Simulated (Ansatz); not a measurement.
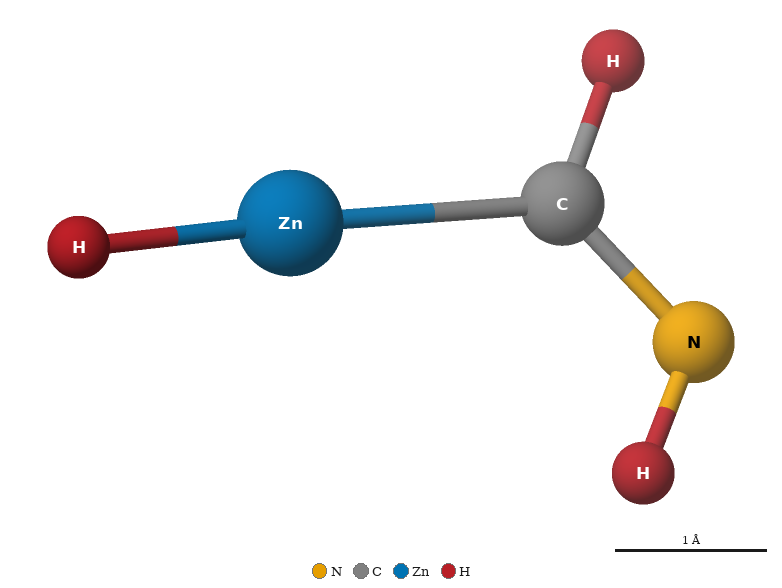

The picture shows the input geometry.

Ansatz 0.2.0 input:

```yaml
crystal:
  periodic: [false, false, false]
  atoms:
    - {symbol: N, position_ang: [-0.867984, -0.952296, -0.906733]}
    - {symbol: C, position_ang: [-0.179837, 0.100862, -0.706999]}
    - {symbol: Zn, position_ang: [0.702995, 0.636768, 0.969020]}
    - {symbol: H, position_ang: [-0.929905, -1.537048, -0.071254]}
    - {symbol: H, position_ang: [-0.098710, 0.747012, -1.592704]}
    - {symbol: H, position_ang: [1.373441, 1.004703, 2.308670]}
basis:
  gaussian: {orbitals: def2-TZVPP}
hamiltonian: {xc: pbe, dispersion: d4}
```

Command:

```sh
ansatz run in.yaml --threads 2 --pin off --events-out ev --progress --plain --max-ram 4352MiB
```

What the program printed:

```
Functional definition: PBE
  name "PBE"
  cite "Perdew, Burke & Ernzerhof, Phys. Rev. Lett. 77, 3865 (1996) doi:10.1103/PhysRevLett.77.3865"
  parent pbe
  parameter kappa = 0.804
  parameter beta = 0.06672455060314922
  exchange = pbe_x(kappa = kappa, mu = beta*pi^2/3)
  correlation = pbe_c(beta = beta)
1011 factors; their error is unknown
mean field evaluation 1: about -50970.1807 eV, gradient 9.8e1 eV
mean field evaluation 2: about -50811.7853 eV, gradient 2.5e2 eV
mean field evaluation 4: about -50978.6153 eV, gradient 5.4e1 eV
mean field evaluation 8: about -50984.7795 eV, gradient 2.9e-1 eV
mean field evaluation 16: about -50984.7588 eV, gradient 2.8e-4 eV
mean field -50984.75882762 eV, -1873.6553282043 hartree, gradient 6.0e-5 eV, S^2 0.000000; 0 other end points of the search recorded, 0 dependent functions left out
reference -50984.75886823 eV, -1873.6553296966 hartree; 23, 23 occupied and 145, 145 virtual orbitals, 1011 factors
Total energy: -50984.84436503 eV, -1873.6584716460 hartree
```
